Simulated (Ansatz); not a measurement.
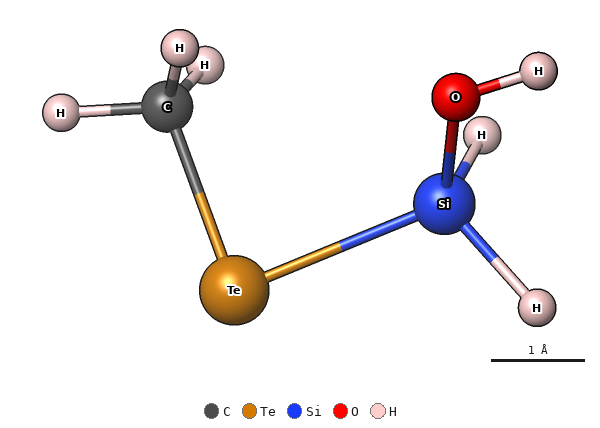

The starting structure (ball-and-stick view, seen at a tilt).

**Geometry relaxation of CH₆OSiTe (part 1 of 2)**

CH₆OSiTe, computed with UKS revPBE-D4/def2-SVP (Ansatz 0.2.0).

It belongs to a series of runs on one base structure; here: end point A relaxed.

### What the program printed
```
The last accepted step is kept in [file] (removed where the run ends without a failure and the disk answers)
Engine: ansatz 0.2.0, aarch64-unknown-linux-gnu
Functional definition: revPBE
  parameter kappa = 1.245
  parameter beta = 0.06672455060314922
  exchange = pbe_x(kappa = kappa, mu = beta*pi^2/3)
  correlation = pbe_c(beta = beta)
1165 factors; their error is unknown
mean field evaluation 1: about -18336.4242 eV, gradient 5.0e1 eV
mean field evaluation 2: about -18237.3676 eV, gradient 1.2e2 eV
mean field evaluation 4: about -18346.5739 eV, gradient 1.1e1 eV
mean field evaluation 8: about -18347.2646 eV, gradient 2.0e-1 eV
mean field evaluation 16: about -18347.2154 eV, gradient 1.0e-4 eV
mean field -18347.21540428 eV, -674.2477299179 hartree, gradient 7.4e-6 eV, S^2 0.000000; 0 other end points of the search recorded, 0 dependent functions left out
the calculation of the forces begins
reference -18347.21544853 eV, -674.2477315441 hartree; 29, 29 occupied and 73, 73 virtual orbitals, 1165 factors
relax step   1: F+E_penalty+E_count = -18347.85341273 eV  Δ(F+E_penalty+E_count) = +0.000e0 eV  max|allowed force component| = 3.537e0 eV/Å  Δτ_max = 0.0000 Å  (31 SCF iters, accepted)
these checks for a lower state are left out or cut short: starts, cluster_reference, orbital_swaps, neighbouring_geometries, increment
1165 factors; their error is unknown
mean field -18347.36999640 eV, -674.2534110735 hartree, gradient 1.6e-5 eV, S^2 0.000000; 0 other end points of the search recorded, 0 dependent functions left out
[... from here on the field's lines of each further geometry are left out, up to the last ...]
relax step   2: F+E_penalty+E_count = -18347.99971577 eV  Δ(F+E_penalty+E_count) = -1.463e-1 eV  max|allowed force component| = 1.706e0 eV/Å  Δτ_max = 0.1945 Å  (36 SCF iters, accepted)
relax step   3: F+E_penalty+E_count = -18348.04520414 eV  Δ(F+E_penalty+E_count) = -4.549e-2 eV  max|allowed force component| = 1.582e0 eV/Å  Δτ_max = 0.1990 Å  (30 SCF iters, accepted)
relax step   4: F+E_penalty+E_count = -18348.15469237 eV  Δ(F+E_penalty+E_count) = -1.095e-1 eV  max|allowed force component| = 1.034e0 eV/Å  Δτ_max = 0.2000 Å  (37 SCF iters, accepted)
relax step   5: F+E_penalty+E_count = -18348.18080596 eV  Δ(F+E_penalty+E_count) = -2.611e-2 eV  max|allowed force component| = 1.483e-1 eV/Å  Δτ_max = 0.1547 Å  (30 SCF iters, accepted)
relax step   6: F+E_penalty+E_count = -18348.18535509 eV  Δ(F+E_penalty+E_count) = -4.549e-3 eV  max|allowed force component| = 1.243e-1 eV/Å  Δτ_max = 0.0486 Å  (31 SCF iters, accepted)
relax step   7: F+E_penalty+E_count = -18348.18875371 eV  Δ(F+E_penalty+E_count) = -3.399e-3 eV  max|allowed force component| = 2.618e-1 eV/Å  Δτ_max = 0.1324 Å  (30 SCF iters, accepted)
relax step   8: F+E_penalty+E_count = -18348.19048863 eV  Δ(F+E_penalty+E_count) = -1.735e-3 eV  max|allowed force component| = 6.543e-2 eV/Å  Δτ_max = 0.0244 Å  (31 SCF iters, accepted)
relax step   9: F+E_penalty+E_count = -18348.19235715 eV  Δ(F+E_penalty+E_count) = -1.869e-3 eV  max|allowed force component| = 5.467e-2 eV/Å  Δτ_max = 0.0547 Å  (31 SCF iters, accepted)
relax step  10: F+E_penalty+E_count = -18348.19246596 eV  Δ(F+E_penalty+E_count) = -1.088e-4 eV  max|allowed force component| = 1.140e-1 eV/Å  Δτ_max = 0.0881 Å  (29 SCF iters, accepted)
relax step  11: F+E_penalty+E_count = -18348.19258336 eV  Δ(F+E_penalty+E_count) = -1.174e-4 eV  max|allowed force component| = 6.880e-2 eV/Å  Δτ_max = 0.0222 Å  (31 SCF iters, accepted)
relax step  12: F+E_penalty+E_count = -18348.19326827 eV  Δ(F+E_penalty+E_count) = -6.849e-4 eV  max|allowed force component| = 4.308e-2 eV/Å  Δτ_max = 0.0267 Å  (31 SCF iters, accepted)
relax step  13: F+E_penalty+E_count = -18348.19376385 eV  Δ(F+E_penalty+E_count) = -4.956e-4 eV  max|allowed force component| = 9.090e-3 eV/Å  Δτ_max = 0.0365 Å  (30 SCF iters, accepted)
relax step  14: F+E_penalty+E_count = -18348.19385594 eV  Δ(F+E_penalty+E_count) = -9.209e-5 eV  max|allowed force component| = 3.359e-2 eV/Å  Δτ_max = 0.0228 Å  (31 SCF iters, accepted)
relax step  15: F+E_penalty+E_count = -18348.19390583 eV  Δ(F+E_penalty+E_count) = -4.989e-5 eV  max|allowed force component| = 3.367e-2 eV/Å  Δτ_max = 0.0089 Å  (25 SCF iters, accepted)
relax step  16: F+E_penalty+E_count = -18348.19399725 eV  Δ(F+E_penalty+E_count) = -9.141e-5 eV  max|allowed force component| = 2.252e-2 eV/Å  Δτ_max = 0.0253 Å  (30 SCF iters, accepted)
the calculation of the forces begins
reference -18347.55344422 eV, -674.2601526565 hartree; 29, 29 occupied and 73, 73 virtual orbitals, 1165 factors
relax step  17: F+E_penalty+E_count = -18348.19401785 eV  Δ(F+E_penalty+E_count) = -2.060e-5 eV  max|allowed force component| = 1.822e-2 eV/Å  Δτ_max = 0.0109 Å  (26 SCF iters, accepted)
```

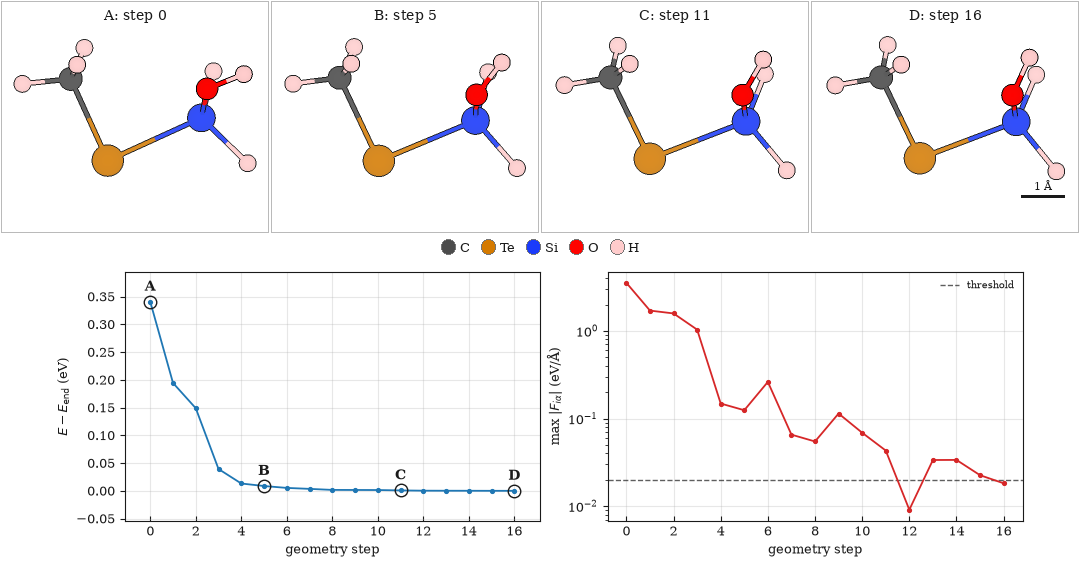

Frames of the relaxation (ball-and-stick view, seen at a tilt) above the curves, on which the letters mark them (the first geometry is step 0 here and step 1 in the log).

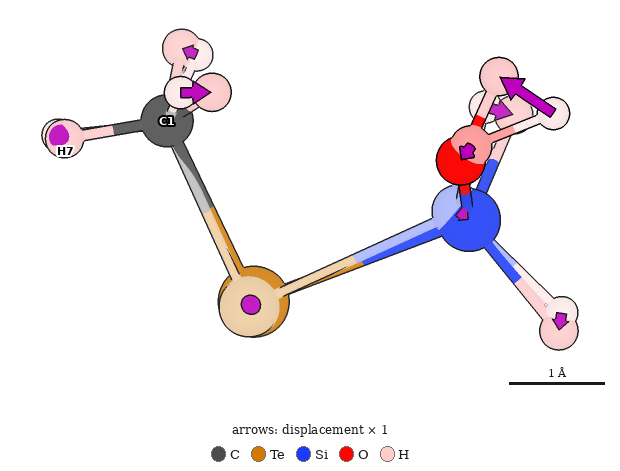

Start (faint) and end (solid) with the displacements as pink arrows, at true length (ball-and-stick view, seen at a tilt). The two geometries are laid on each other by the best rigid fit. Over 16 geometry steps the energy falls by 0.341 eV. Largest force component: 3.5 eV/Å at the start, 0.018 eV/Å at the end. H10 moves most after the best rigid fit: 0.69 Å. By element the largest moves are H 0.69 Å, Te 0.25 Å, O 0.20 Å, Si 0.14 Å, C 0.08 Å. Among the contacts that change: Si3–O4 1.790 → 1.695 Å, C1–Te2 2.134 → 2.199 Å, Te2–Si3 2.456 → 2.504 Å, Si3–H8 1.465 → 1.511 Å. Among the angles that change: Si3–O4–H10 104.1° → 113.1°, H6–C1–H7 104.1° → 110.3°, O4–Si3–H9 106.4° → 112.4°. (Atoms are counted from 1 in the order of the input.)

```
1165 factors; their error is unknown
mean field -18347.55340007 eV, -674.2601510341 hartree, gradient 6.1e-6 eV, S^2 0.000000; 1 other end points of the search recorded, 0 dependent functions left out
the calculation of the forces begins
reference -18347.55344422 eV, -674.2601526565 hartree; 29, 29 occupied and 73, 73 virtual orbitals, 1165 factors
Total energy: -18348.19406199 eV, -674.2836949257 hartree
Atom 0 at    -1.241862     0.510359    -1.274378 Å, force    -0.001163    -0.002003     0.001526 eV/Å
Atom 1 at    -1.724100     0.005098     0.810259 Å, force    -0.001444    -0.000088    -0.002566 eV/Å
Atom 2 at     0.662741    -0.625251     1.231731 Å, force     0.002563    -0.002466     0.002126 eV/Å
Atom 3 at     1.649450     0.644778     0.695319 Å, force     0.017213    -0.008320    -0.012656 eV/Å
Atom 4 at    -1.164217    -0.411701    -1.878271 Å, force    -0.000208     0.002480     0.002822 eV/Å
Atom 5 at    -0.288965     1.068563    -1.265470 Å, force     0.006237     0.000355    -0.001672 eV/Å
Atom 6 at    -2.058453     1.152152    -1.652199 Å, force    -0.003862    -0.000496    -0.000074 eV/Å
Atom 7 at     1.069701    -1.875011     0.486258 Å, force    -0.000562     0.002041     0.001307 eV/Å
Atom 8 at     0.789443    -0.863874     2.711965 Å, force    -0.000552     0.000837    -0.003923 eV/Å
Atom 9 at     2.389462     0.343787     0.137685 Å, force    -0.018222     0.007661     0.013110 eV/Å
Dipole moment:     0.255784    -0.126141    -0.318954 e Å
```

### Trajectory as extended XYZ (Å, eV, eV/Å), 17 frames, from step=1 to step=17
```
10
Properties=species:S:1:pos:R:3:forces:R:3 step=1 energy=-18347.85341
C    -1.3000    0.4607   -1.2501   -1.1226   2.0153  -1.1662
Te   -1.6688    0.2483    0.8411   -0.2734   0.0140   0.6166
Si    0.6264   -0.5884    1.0968    1.8365   1.6737   0.5650
O     1.8399    0.6385    0.6200   -3.5366  -0.1628   0.0764
H    -1.0855   -0.4780   -1.7370    0.3330  -0.7982  -0.3214
H    -0.5215    1.2418   -1.4304   -0.0119  -0.5048   0.1467
H    -2.2492    0.8974   -1.7253    0.7876  -0.5586   0.5310
H     0.8818   -1.7673    0.2662   -0.0215  -0.6865  -0.4534
H     0.9001   -0.9180    2.5626   -0.2621  -0.0717  -0.2540
H     2.6600    0.2139    0.7590    2.2710  -0.9204   0.2592
10
Properties=species:S:1:pos:R:3:forces:R:3 step=2 energy=-18347.99972
C    -1.3209    0.5247   -1.3204    0.1230   0.4641  -0.1513
Te   -1.5902    0.2526    0.8479   -0.3350  -0.0271   0.1698
Si    0.7081   -0.6793    1.2331    0.2824   1.6934  -0.9421
O     1.6835    0.6710    0.6106   -0.1651  -1.7056   0.8298
H    -1.1329   -0.4591   -1.7731    0.0866  -0.1462  -0.1202
H    -0.4650    1.2203   -1.4815   -0.1826  -0.2784   0.0678
H    -2.2443    0.9709   -1.7707    0.2376  -0.1946   0.4058
H     0.8953   -1.8711    0.3466    0.1833  -0.2131   0.0249
H     0.9346   -1.0255    2.6884   -0.0295   0.0600  -0.1338
H     2.6149    0.3445    0.6221   -0.2007   0.3475  -0.1508
10
Properties=species:S:1:pos:R:3:forces:R:3 step=3 energy=-18348.04520
C    -1.3362    0.4913   -1.3002   -0.2259   0.3455  -0.1509
Te   -1.6763    0.2566    0.8607    0.3289  -0.0565  -0.0856
Si    0.6686   -0.5896    1.1377    1.1393   1.2948  -0.3689
O     1.8488    0.6619    0.6354   -0.7508  -1.5825   0.6561
H    -1.1166   -0.4811   -1.7754    0.0198  -0.0478   0.0666
H    -0.5099    1.2153   -1.4557   -0.0983  -0.1524   0.0536
H    -2.2834    0.9077   -1.7113    0.2079  -0.0938   0.0440
H     0.8971   -1.8060    0.2812   -0.0351  -0.0564  -0.0382
H     0.8428   -0.9623    2.5907   -0.0240   0.0100  -0.0373
H     2.7482    0.2550    0.7398   -0.5620   0.3389  -0.1394
10
Properties=species:S:1:pos:R:3:forces:R:3 step=4 energy=-18348.15469
C    -1.3291    0.4901   -1.3108   -0.0850   0.0908  -0.0586
Te   -1.6343    0.2478    0.8536   -0.0422   0.0532  -0.0363
Si    0.6958   -0.5704    1.1696   -0.4555  -0.7665   0.3275
O     1.7858    0.6260    0.8148    1.0341   0.6114  -0.4534
H    -1.1865   -0.4996   -1.7802    0.0010  -0.0179   0.0094
H    -0.4529    1.1421   -1.4842   -0.0306  -0.0250   0.0480
H    -2.2464    0.9715   -1.7071    0.1003  -0.0493   0.0296
H     0.9552   -1.7642    0.2779   -0.0164  -0.0029   0.0058
H     0.8222   -0.9839    2.6117   -0.1173  -0.0938   0.0395
H     2.6734    0.2895    0.5576   -0.3884   0.2001   0.0884
10
Properties=species:S:1:pos:R:3:forces:R:3 step=5 energy=-18348.18081
C    -1.2936    0.5007   -1.2889   -0.0040   0.0010  -0.0285
Te   -1.6471    0.2517    0.8648    0.0353  -0.0003   0.0055
Si    0.6811   -0.5974    1.1975    0.0694   0.0738  -0.1471
O     1.7703    0.6281    0.7603   -0.1483   0.0087   0.1123
H    -1.0816   -0.4845   -1.7441    0.0138   0.0303   0.0133
H    -0.4532    1.2024   -1.4333    0.0337  -0.0360   0.0280
H    -2.2171    0.9253   -1.7205   -0.0497   0.0096  -0.0112
H     0.9248   -1.7950    0.3092    0.0170  -0.0179   0.0323
H     0.7695   -1.0130    2.6431    0.0513   0.0308  -0.0055
H     2.6303    0.3305    0.4147   -0.0186  -0.0999   0.0009
10
Properties=species:S:1:pos:R:3:forces:R:3 step=6 energy=-18348.18536
C    -1.2853    0.5079   -1.2853   -0.0213  -0.0181  -0.0200
Te   -1.6637    0.2181    0.8585    0.0617  -0.0238   0.0142
Si    0.6760   -0.6040    1.1980    0.0249   0.0930  -0.0902
O     1.7436    0.6318    0.7354   -0.1243  -0.0307   0.0847
H    -1.0756   -0.4682   -1.7589    0.0109  -0.0034   0.0060
H    -0.4345    1.2007   -1.4023    0.0318   0.0018   0.0163
H    -2.2020    0.9467   -1.7174   -0.0297   0.0288  -0.0159
H     0.9476   -1.8183    0.3416    0.0081  -0.0111   0.0103
H     0.7814   -0.9856    2.6511    0.0320   0.0204   0.0059
H     2.5957    0.3198    0.3823    0.0059  -0.0568  -0.0112
```
